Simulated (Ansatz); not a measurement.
# Fields on a plane of Ge2Sb2Te5 (Ge2Sb2Te5-Kooi type, space group P-3m1)

```
CELL_PARAMETERS angstrom
      4.29363     0.00000     0.00000
     -2.14681     3.71839     0.00000
      0.00000     0.00000    17.63591
ATOMIC_POSITIONS crystal
  Te 0.00000 0.00000 0.00000
  Ge 0.66667 0.33333 0.09824
  Ge 0.33333 0.66667 0.90176
  Te 0.33333 0.66667 0.19409
  Te 0.66667 0.33333 0.80591
  Sb 0.00000 0.00000 0.30944
  Sb 0.00000 0.00000 0.69056
  Te 0.66667 0.33333 0.40641
  Te 0.33333 0.66667 0.59359
```

The slice is a (0001) plane (indices of the conventional cell) through the point (0.333, 0.667, 0.194) (fractional), spanned by u = [110] and v = [1 -1 0] in vectors of this cell: u (4.29 Å) and v (7.44 Å, at 90° to u). It covers one period; positions are fractions (u, v).

Atoms on it: Te at (0.00, 0.00); Te at (0.50, 0.50).

These are PBE (plane waves to 420 eV, PAW, scalar-relativistic; Ansatz, a quantum-chemistry and plane-wave program) values and carry that method's errors. k mesh 9×9×2. Inside the PAW spheres the values are not all-electron values, and peaks at nuclei hang on which shells count as valence. Ge2Sb2Te5 was relaxed with its symmetry unable to fall. Spin-orbit coupling is left out, though Sb and Te are heavy. The PAW data are Ansatz's earlier set.

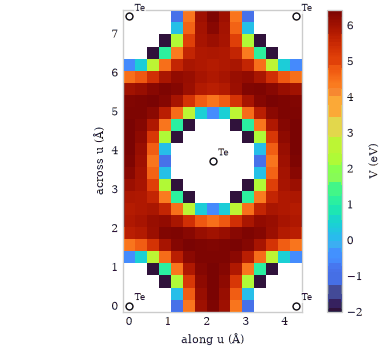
Electrostatic potential energy of an electron, from the cell's mean, in eV, one period of the plane, atoms marked. Points within 1 Å of a nucleus are left white, as the pseudised field means little there. Values under -2 eV are set to -2. The zero, the cell's mean, hangs on the PAW cores.

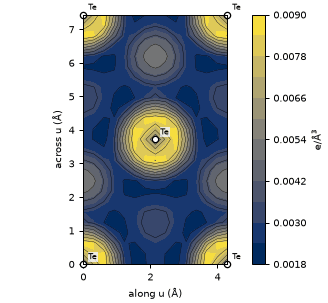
*Density of the lowest conduction band (whole band as if filled, smooth part) in e/Å³, one period of the plane, atoms marked. *
